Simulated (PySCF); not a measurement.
C₈H₆OS₂, SMILES c1coc(Sc2cccs2)c1 at its GFN2-xTB optimised geometry (Å):

```
17

C     -2.7435     2.8825    -2.0633
C     -2.3803     1.7746    -2.7638
O     -1.3808     1.1243    -2.1421
C     -1.1118     1.8145    -1.0178
S      0.1854     1.2598     0.0228
C     -0.0973    -0.4743    -0.0309
C      0.8625    -1.4401    -0.0175
C      0.3144    -2.7411     0.0000
C     -1.0420    -2.7411     0.0000
S     -1.6967    -1.1510     0.0000
C     -1.9144     2.9140    -0.9165
H     -3.5061     3.5870    -2.3219
H     -2.7430     1.3472    -3.6771
H      1.9144    -1.2225    -0.0284
H      0.9103    -3.6357    -0.0007
H     -1.7109    -3.5783    -0.0075
H     -1.9097     3.6357    -0.1272
```

Calculation: B3LYP/def2-SVP in PySCF. Cells within 0.4 Å of a nucleus heavier than hydrogen are left out (blank, or x).

Map of the LUMO amplitude (bohr^(-3/2)) on the plane z = 0.0 Å; orbital energy -0.67 eV, overall sign arbitrary:

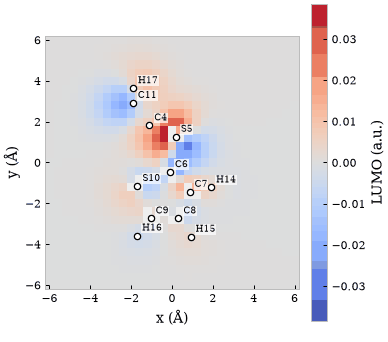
Figure. LUMO amplitude (bohr^(-3/2)) on the plane z = 0.0 Å.
